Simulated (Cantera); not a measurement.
Input: 1 mol MgO, 0.51 mol SO3, 4.6 mol N2, at 340000 Pa.

Method: chemical equilibrium by Gibbs-energy minimisation in Cantera with the NASA 1993 tables (ideal gas, pure condensed phases). Candidate condensed phases: Mg, MgO, MgS, MgSO4, S; 22 gas species. Mutual solubility and eutectic melting of coexisting phases are not modelled. Kinetics and transport are ignored.

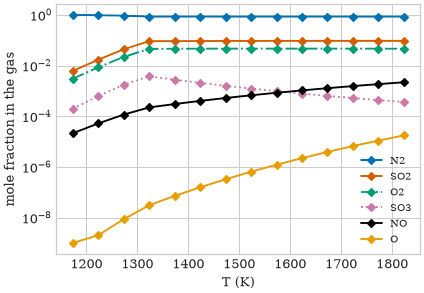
Figure: Equilibrium gas composition (values under 1e-9 drawn at 1e-9)

**Question.** Read off the mole fractions at 1573 K.

**Answer.** N2 about 0.86, SO2 about 0.094, O2 about 0.047, SO3 about 0.00098, NO about 0.00085, O about 1.2e-6.
